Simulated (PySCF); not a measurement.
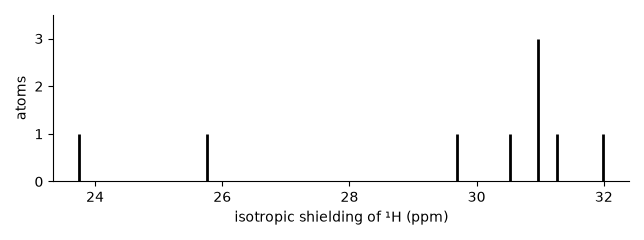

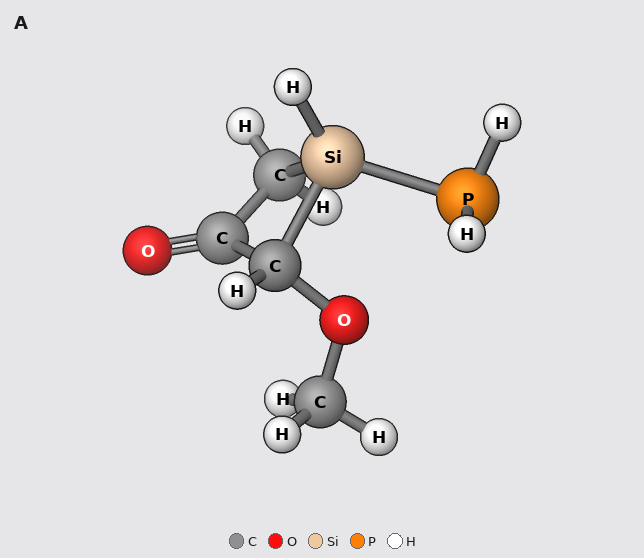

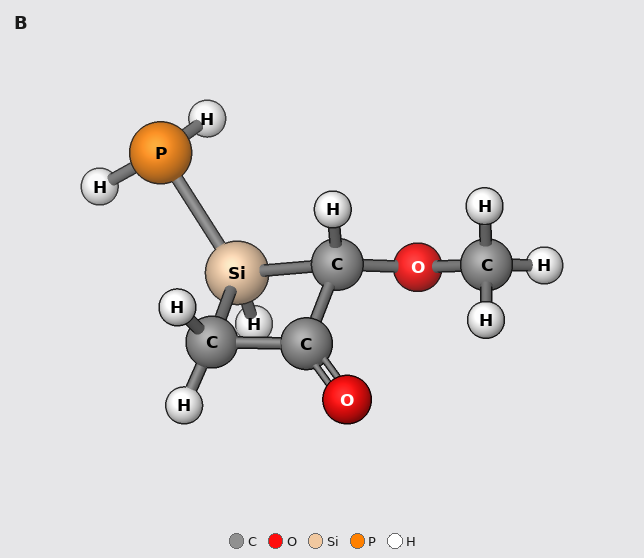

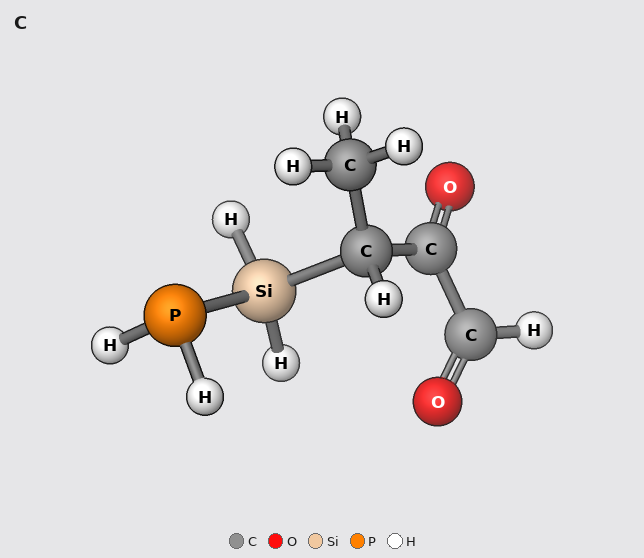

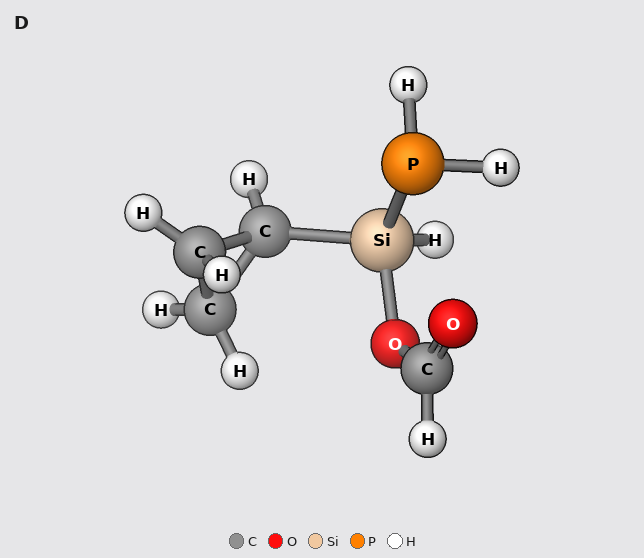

The sticks are computed shieldings of one of the molecules, for one fixed geometry (GFN2-xTB) without averaging over rotations. Low shielding means a high chemical shift. Method: GIAO PBE0/pcSseg-1 NMR shielding, non-relativistic, gas phase (PySCF 2.14.0).

Question: Match the spectrum to a structure.

Answer: D, `O=CO[Si@H](P)C1CC1`. Its 9 H atoms give lines at 23.75, 25.75, 29.69, 30.53, 30.96 (3 atoms), 31.26, 31.99 ppm.

The geometry is semi-empirical. Around P, Si such bond lengths and angles can be off by a tenth of an ångström or more and by several degrees, and values that hang on the shape move with them.
